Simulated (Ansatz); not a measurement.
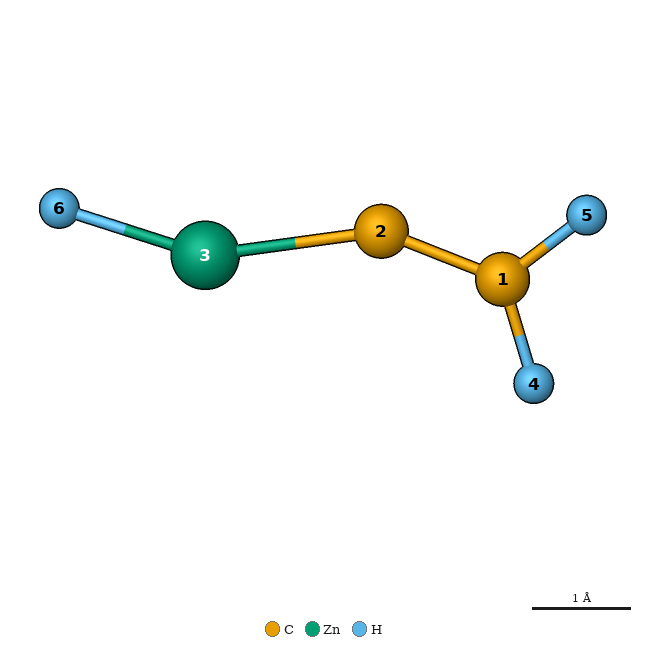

The species has charge −1 and is a spin singlet. The geometry was computed by an optimisation with PBE-D4/def2-SVPD. No frequency run is at hand to confirm it as a minimum.

Which atoms are bonded, and how long are the bonds?

```csv
bond,length (Å)
C1–C2,1.341
C1–H4,1.120
C1–H5,1.122
C2–Zn3,1.863
Zn3–H6,1.580
```
